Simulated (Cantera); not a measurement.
A closed system holds: 1 mol C₃H₆, 8.4 mol H₂, 0.57 mol N₂, equilibrated at 40.0 bar.

Method: chemical equilibrium by Gibbs-energy minimisation in Cantera with the NASA 1993 tables (ideal gas, pure condensed phases). Candidate condensed phases: C, C₆H₆, C₇H₈, C₈H₁₈; 92 gas species. The ideal-gas law is rough above about 30 bar. Rates play no part.

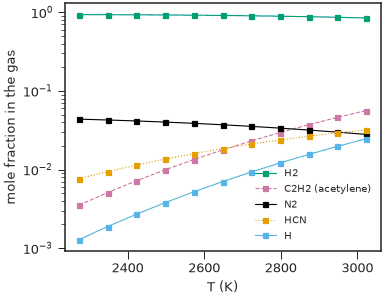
Equilibrium gas composition (values under 1e-9 drawn at 1e-9)

From 2273 K to 3023 K the condensed part is C(graphite). The main C-bearing gas is CH₄ at 2273 K and C₂H₂ (acetylene) at 3023 K. The share of C in condensed phases is highest at 2273 K (90.5 %) and lowest at 3023 K (34.3 %).
